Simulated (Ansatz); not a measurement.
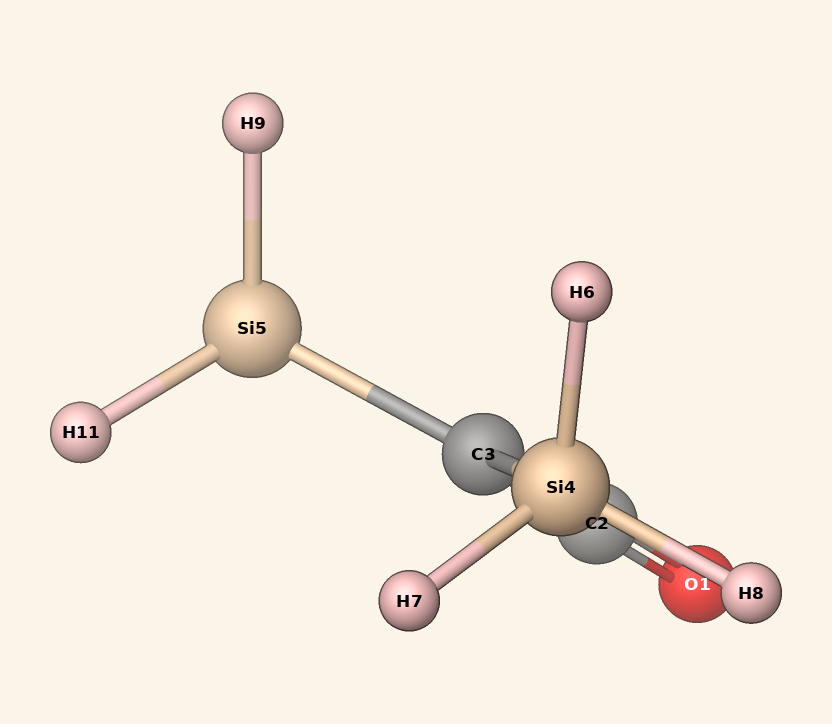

C3 lies behind Si4. The molecule seen a little off the Si4–C3 bond, Si4 in front. Atoms fade into the background with distance from the viewer. The geometry was computed by an optimisation with PBE0-D4/def2-TZVP. No frequency run is at hand to confirm it as a minimum.

What is the torsion angle H6–Si4–C3–Si5? The sign is positive where the front bond must turn clockwise to cover the back bond.

−60°, synclinal (gauche).
